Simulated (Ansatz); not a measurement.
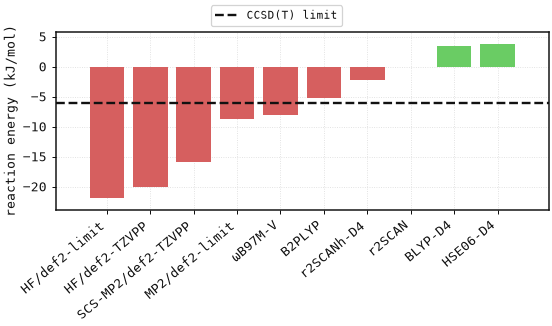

Electronic reaction energy of SnSiH₃F₃ ([F][Sn]([F])([F])[SiH3]) + AsNH₄ (N[AsH2]) → SiAsNH₆ ([SiH3]N[AsH2]) + SnHF₃ ([F][SnH]([F])[F]) (SMILES in brackets) at several levels (functionals in def2-TZVPP unless a basis is named), isolated molecules at PBE0-D4 triple-zeta geometries, minima by their frequencies, no zero-point or thermal terms, the Ansatz code. The line is frozen-core CCSD(T) at the basis limit (MP2 extrapolated from triple and quadruple zeta, plus CCSD(T) less MP2 in a smaller set). B2PLYP holds a correlation term that converges slowly with the basis, so part of the distance to the limit is basis error. No dispersion term is added to B2PLYP and r2SCAN. The distance of SCS-MP2/def2-TZVPP to the limit includes basis error. Core potentials past Kr. The limit lies 5.2 kJ/mol from CCSD(T)/def2-TZVPP, so the line itself is uncertain by a part of that.

Question: Which level comes closest to the line (CCSD(T) limit), and which misses most?

Answer: Closest B2PLYP (−5.2 kJ/mol), against −6.0 kJ/mol; farthest HF/def2-limit (−21.9 kJ/mol).

Question: Give the values.

Answer:
| level | kJ/mol | less CCSD(T) limit |
| --- | --- | --- |
| HF/def2-limit | −21.9 | −15.8 |
| HF/def2-TZVPP | −20.0 | −14.0 |
| SCS-MP2/def2-TZVPP | −16.0 | −9.9 |
| MP2/def2-limit | −8.7 | −2.7 |
| ωB97M-V | −8.0 | −2.0 |
| B2PLYP | −5.2 | 0.8 |
| r2SCANh-D4 | −2.2 | 3.8 |
| r2SCAN | −0.1 | 5.9 |
| BLYP-D4 | 3.4 | 9.5 |
| HSE06-D4 | 3.8 | 9.8 |
| CCSD(T) limit | −6.0 | 0.0 |

Caveats: no scalar relativity up to krypton; outer-core shells are correlated without core-valence functions, which makes the correlated values less sure; spin-orbit coupling is left out, and with Sn it can shift these values.
